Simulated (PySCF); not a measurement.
# [NH3]+ (SMILES [NH3+]): UB2PLYP/SBKJC (core potential)

Aim: the energy change on altering one bond length of [NH3]+ at UB2PLYP/SBKJC (core potential), from 2 runs. 

The calculation is run with PySCF 2.14.0.

12 further runs of the same task are left out: 1 that didn't finish, 11 set aside as unsound or not needed.

### 1 The structure to begin with

[NH3]+: 4 atoms, total charge +1, spin state doublet. As SMILES, `[NH3+]`. The shape is that of a GFN2-xTB optimisation.

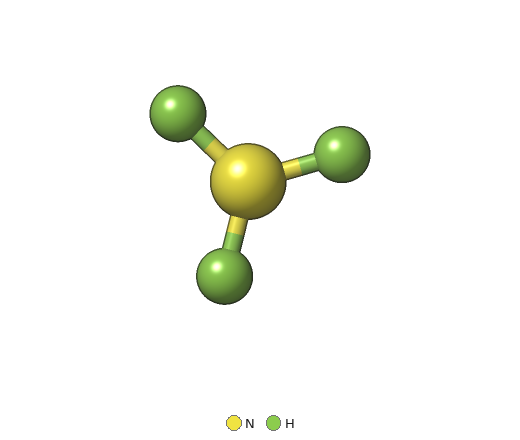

The structure, seen from a chosen angle (nitrogen yellow, hydrogen green).

### 2 The energy at UB2PLYP/SBKJC (core potential)

File start.xyz:

```xyz
4

N      0.000140    -0.000820    -0.000330
H      0.510700    -0.238750     0.859300
H     -0.995460    -0.239520    -0.089810
H      0.484620     0.479080    -0.769160
```

File input.py:

```python
from pyscf import gto, dft, mp

mol = gto.M(
    atom='start.xyz',
    basis='sbkjc',
    max_memory=1860,
    ecp={'N': 'sbkjc'},
    verbose=4,
    charge=1,
    spin=1,
)

ks = dft.UKS(mol, xc='0.53*HF + 0.47*B88, 0.73*LYP')
ks.conv_tol = 1e-10
ks.grids.level = 5
ks.kernel()
if not ks.converged:
    ks = ks.newton().run(ks.mo_coeff, ks.mo_occ)

pt = mp.MP2(ks).run()
etot = ks.e_tot + 0.27 * pt.e_corr
print('PT2 part  %.8f' % (0.27 * pt.e_corr))
print('E = %.10f Eh' % etot)
```

Command:

```sh
$ OMP_NUM_THREADS=1 python input.py
```

The program printed:

```text
PySCF version 2.14.0

[INPUT] num. atoms = 4
[INPUT] num. electrons = 7
[INPUT] charge = 1
[INPUT] spin (= nelec alpha-beta = 2S) = 1
[INPUT] symmetry False subgroup None
[INPUT] Mole.unit = angstrom
[INPUT] Symbol           X                Y                Z      unit          X                Y                Z       unit  Magmom
[INPUT]  1 N      0.000140000000  -0.000820000000  -0.000330000000 AA    0.000264561657  -0.001549575422  -0.000623609621 Bohr   0.0
[INPUT]  2 H      0.510700000000  -0.238750000000   0.859300000000 AA    0.965083131815  -0.451172112240   1.623841658839 Bohr   0.0
[INPUT]  3 H     -0.995460000000  -0.239520000000  -0.089810000000 AA   -1.881146767960  -0.452627201356  -0.169716303247 Bohr   0.0
[INPUT]  4 H      0.484620000000   0.479080000000  -0.769160000000 AA    0.915799074487   0.905329991757  -1.453501745970 Bohr   0.0

[... 43 lines left out ...]
WARN: HOMO -0.0741745646420084 >= LUMO -0.0741745646420083
[... 38 lines left out ...]
converged SCF energy = -11.2337939071151  <S^2> = 0.75548642  2S+1 = 2.0054789
[... 1 line left out ...]
******** <class 'pyscf.mp.ump2.UMP2'> ********
nocc = (np.int64(4), np.int64(3)), nmo = (14, 14)
E(UMP2) = -11.3249907816194  E_corr = -0.0911968745043054
E(SCS-UMP2) = -11.3297999062913  E_corr = -0.0960059991762606
E_corr(same-spin) = -0.0154964425718145
E_corr(oppo-spin) = -0.0757004319324909
PT2 part  -0.02462316
E = -11.2584170632 Eh
```

It took 2.1 s on 1 thread of Arm Neoverse V2, shared host; peak memory 0.17 GiB.

### 3 The distorted shape

File calc.py:

```python
from pyscf import gto, dft, mp

molecule = gto.Mole()
molecule.atom = '''
N     -0.242091    -0.240761     0.384071
H      0.268469    -0.478691     1.243701
H     -1.237691    -0.479461     0.294591
H      0.484620     0.479080    -0.769160
'''
molecule.max_memory = 1860
molecule.ecp = {'N': 'sbkjc'}
molecule.basis = 'sbkjc'
molecule.spin = 1
molecule.charge = 1
molecule.verbose = 4
molecule.build()

myscf = dft.UKS(molecule, xc='0.53*HF + 0.47*B88, 0.73*LYP')
myscf.conv_tol = 1e-10
myscf.grids.level = 5
myscf.kernel()
if not myscf.converged:
    myscf = myscf.newton().run(myscf.mo_coeff, myscf.mo_occ)

pt = mp.MP2(myscf).run()
e_final = myscf.e_tot + 0.27 * pt.e_corr
print('PT2 part  %.8f' % (0.27 * pt.e_corr))
print(f'total energy: {e_final:.8f} hartree')
```

Command:

```sh
$ OMP_NUM_THREADS=1 python calc.py
```

The program printed:

```text
PySCF version 2.14.0

[INPUT] num. atoms = 4
[INPUT] num. electrons = 7
[INPUT] charge = 1
[INPUT] spin (= nelec alpha-beta = 2S) = 1
[INPUT] symmetry False subgroup None
[INPUT] Mole.unit = angstrom
[INPUT] Symbol           X                Y                Z      unit          X                Y                Z       unit  Magmom
[INPUT]  1 N     -0.242091000000  -0.240761000000   0.384071000000 AA   -0.457485687222  -0.454972351476   0.725789002388 Bohr   0.0
[INPUT]  2 H      0.268469000000  -0.478691000000   1.243701000000 AA    0.507332882936  -0.904594888294   2.350254270848 Bohr   0.0
[INPUT]  3 H     -1.237691000000  -0.479461000000   0.294591000000 AA   -2.338897016839  -0.906049977410   0.556696308762 Bohr   0.0
[INPUT]  4 H      0.484620000000   0.479080000000  -0.769160000000 AA    0.915799074487   0.905329991757  -1.453501745970 Bohr   0.0

[... 43 lines left out ...]
WARN: HOMO -0.0518999778762949 >= LUMO -0.0518999778762947
[... 46 lines left out ...]
converged SCF energy = -11.1486965466772  <S^2> = 0.78206127  2S+1 = 2.0318083
[... 1 line left out ...]
******** <class 'pyscf.mp.ump2.UMP2'> ********
nocc = (np.int64(4), np.int64(3)), nmo = (14, 14)
E(UMP2) = -11.2568963648402  E_corr = -0.108199818162907
E(SCS-UMP2) = -11.2625849540161  E_corr = -0.113888407338857
E_corr(same-spin) = -0.0184054320653444
E_corr(oppo-spin) = -0.0897943860975625
PT2 part  -0.02921395
total energy: -11.17791050 hartree
```

It took 2.3 s on 1 thread of Arm Neoverse V2, shared host; peak memory 0.17 GiB.

### 4 Summary of results

At UB2PLYP/SBKJC (core potential):

| quantity | value |
| --- | --- |
| first shape: total energy | -11.25842 Eh |
| first shape: HOMO energy (SCF part's orbitals) (highest over α and β) | -21.73 eV |
| first shape: LUMO energy (SCF part's orbitals) (lowest over α and β) | -10.42 eV |
| first shape: ⟨S²⟩ | 0.755 |
| distorted shape: total energy | -11.17791 Eh |
| distorted shape: HOMO energy (SCF part's orbitals) (highest over α and β) | -20.81 eV |
| distorted shape: LUMO energy (SCF part's orbitals) (lowest over α and β) | -9.47 eV |
| distorted shape: ⟨S²⟩ | 0.782 |
| energy change with the N1–H4 bond stretched from 1.028 to 1.541 Å | 2.191 eV |

In words: With the N1–H4 bond stretched from 1.028 to 1.541 Å the energy rises by 2.19 eV (51 kcal/mol). The first shape isn't relaxed at this level, so the change isn't measured from a minimum. Mulliken charges (first shape) run from -0.35 on N1 to +0.45 on H2; they depend strongly on the basis.
